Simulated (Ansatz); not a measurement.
**C2H10AlAsO: basis-set convergence**

Aim: see how fast density functionals converge with the basis set for C2H10AlAsO.

Program: Ansatz 0.2.0, Gaussian basis. Level of theory: one geometry, several basis sets. These are calculated values, not measurements.

The runs, in order: PBE0-D4/def2-SVP; ωB97M-V/def2-SVP; PBE0-D4/def2-QZVPP; ωB97M-V/def2-QZVPP; the functionals' def2-TZVPP values are taken from earlier runs.

## Step 1: The geometry

The geometry comes from an earlier relaxation with PBE0-D4 in a triple-zeta def2 set; it is a stationary point, not always the lowest conformer.

SMILES `[CH3][Al-]([CH3])([OH])[AsH3+]`, 15 atoms, charge 0, spin multiplicity 1.

Atoms are counted from 1 here; the program's logs count them from 0.

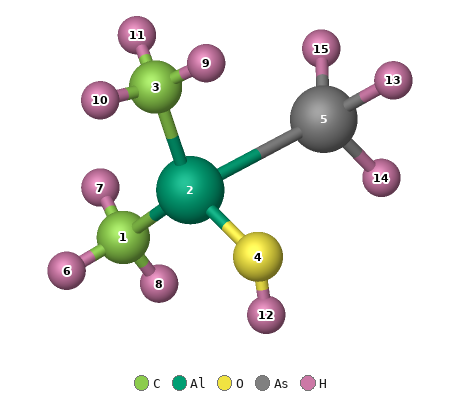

The geometry (carbon green, aluminium teal, oxygen yellow, arsenic grey, hydrogen pink); atoms are numbered from 1 in the order of the file.

## Step 2: PBE0-D4 in def2-SVP

in.yaml reads:

```yaml
crystal:
  periodic: [false, false, false]
  atoms:
    - {symbol: C, position_ang: [-1.725934, -0.241420, 1.110163]}
    - {symbol: Al, position_ang: [0.085421, -0.589929, 0.434367]}
    - {symbol: C, position_ang: [1.675260, 0.238348, 1.221036]}
    - {symbol: O, position_ang: [0.384673, -2.050031, -0.436056]}
    - {symbol: As, position_ang: [0.024120, 0.892319, -1.882021]}
    - {symbol: H, position_ang: [-1.902221, -0.786353, 2.044587]}
    - {symbol: H, position_ang: [-1.881632, 0.819364, 1.332658]}
    - {symbol: H, position_ang: [-2.510036, -0.549307, 0.411197]}
    - {symbol: H, position_ang: [2.564574, 0.088880, 0.601665]}
    - {symbol: H, position_ang: [1.893545, -0.202225, 2.200332]}
    - {symbol: H, position_ang: [1.552539, 1.314573, 1.380091]}
    - {symbol: H, position_ang: [-0.322968, -2.656997, -0.644928]}
    - {symbol: H, position_ang: [1.260669, 0.792500, -2.741808]}
    - {symbol: H, position_ang: [-0.955216, 0.494436, -2.961345]}
    - {symbol: H, position_ang: [-0.164593, 2.384943, -2.040639]}
basis:
  gaussian: {orbitals: def2-SVP}
hamiltonian: {xc: pbe0, dispersion: d4}
output: {orbitals: {seedname: orbitals}}
```

Command:

```console
ansatz run in.yaml --threads 4 --pin off --events-out ev --progress --plain --max-ram 11315MiB
```

After this run come: ωB97M-V in def2-SVP; PBE0-D4 in def2-QZVPP; ωB97M-V in def2-QZVPP.

Before running them: what should the planned runs give, taken together? Wanted: PBE0-D4: double and triple zeta above quadruple; ωB97M-V: double and triple zeta above quadruple.

The runs gave:

| quantity | value |
| --- | --- |
| PBE0-D4: double and triple zeta above quadruple | 16.75, 1.79 eV |
| ωB97M-V: double and triple zeta above quadruple | 16.93, 1.74 eV |

**Reading.** PBE0-D4 gains 14.97 eV from double to triple zeta, then 1.79 eV more. Total energies overstate the basis error of differences, where much of it tends to cancel. The LUMO of ωB97M-V is positive and keeps falling with the basis (2.06 to 1.04 eV): an unbound level that the basis holds in place.
